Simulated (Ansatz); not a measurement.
Relaxed NbRu (space group P4/mmm):

```
NbRu
1.0
    2.99925     0.00000     0.00000
    0.00000     2.99925     0.00000
    0.00000     0.00000     6.75064
Nb Ru
2 2
Cartesian
  0.00000   0.00000   0.00000
  0.00000   0.00000   3.37532
  1.49962   1.49962   1.68766
  1.49962   1.49962   5.06298
```

The atoms are displaced by Q × the pattern below (from a DFPT mode at Z = (0.0, 0.0, 0.5), largest move 1; Q in Å), at fixed cell. It is one choice among 2 degenerate patterns. (q is in reciprocal vectors of the primitive cell; the cell shown is doubled to hold the pattern.)

```json
[
 {"atom": "Nb1", "x": "0.000", "y": "-1.000", "z": "0.000"},
 {"atom": "Nb2", "x": "0.000", "y": "1.000", "z": "0.000"}
]
```

Atoms not listed stay in place.

All values below come from LDA (plane waves to 420 eV, PAW, scalar-relativistic; Ansatz, a program for electronic structure). k mesh 15×15×7 (Γ-centred), Fermi-Dirac smearing 0.05 eV. E stands for the smeared free energy. With partly filled bands, energies and forces of such displacements shift with the k mesh and the smearing. NbRu is run without spin polarisation. NbRu was relaxed with its symmetry unable to fall. ΔE is measured from the undisplaced structure.

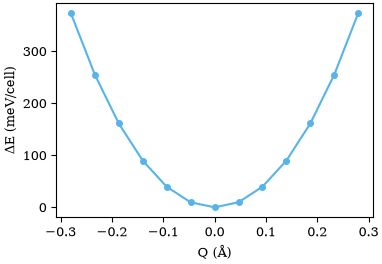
Fig. 1. ΔE (meV/cell) against Q (Å); markers are the computed points, lines only join them.

Problem. What is the energy change at Q = 0.280 Å?

Solution. About 370 meV/cell.

Problem. What harmonic wavenumber does the curvature at Q = 0 give?

Solution. About 110 cm⁻¹.

(For displaced atoms, the force is minus the slope of the energy, and its curvature is a force constant, which sets phonon frequencies.)
